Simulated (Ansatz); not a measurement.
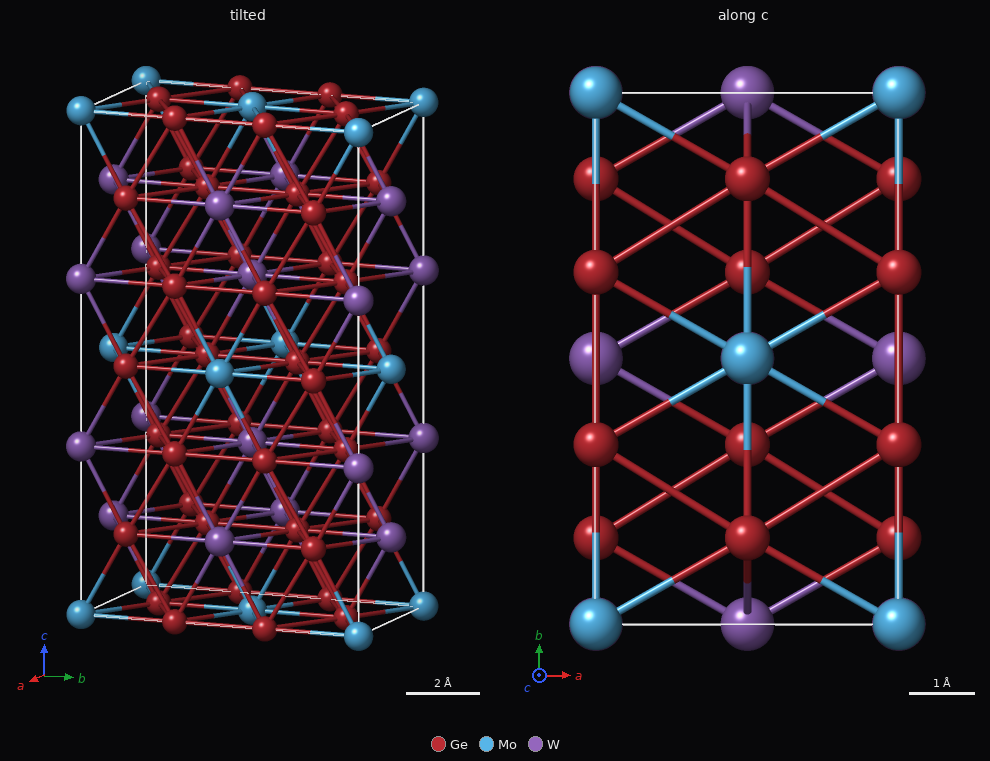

Crystal structure, ball-and-stick style, seen slightly off an axis and along the c axis. The lines enclose the conventional unit cell; boundary atoms appear with their images.

Ge$_{6}$MoW$_{2}$, space group Fmmm (No. 69), a = 4.724 Å, b = 8.288 Å, c = 14.176 Å, α = 90.00°, β = 90.00°, γ = 90.00°. The structure comes from a structure type filled with these elements by a generator (whether the compound takes this form wasn't checked). Earlier steps of the study may have refined or changed the cell and positions. A calculation with Ansatz used it as input.

This one geometry was computed with Ansatz (DFT, plane waves, PAW) at three levels of theory: LDA, r2SCAN and PBE.

Which level gives the highest pressure at this volume, and what does that say about its equilibrium volume?

Highest: PBE (0.0 GPa), which points to the largest equilibrium volume. Lowest, with the smallest volume: LDA (-9.7 GPa). Levels within 0.5 GPa of each other can't be told apart.

How does the band gap change with the level of theory?

All levels give a metal.

Collect the results in a table.

| level | cutoff (eV) | k-mesh of the run's cell | gap (eV) | pressure (GPa) |
| --- | --- | --- | --- | --- |
| LDA | 420 | 10×10×10 | metal | -9.7 |
| r2SCAN | 500 | 10×10×10 | metal | -4.4 |
| PBE | 420 | 10×10×10 | metal | 0.0 |

Gaps are taken on the k-mesh or band path of each run.
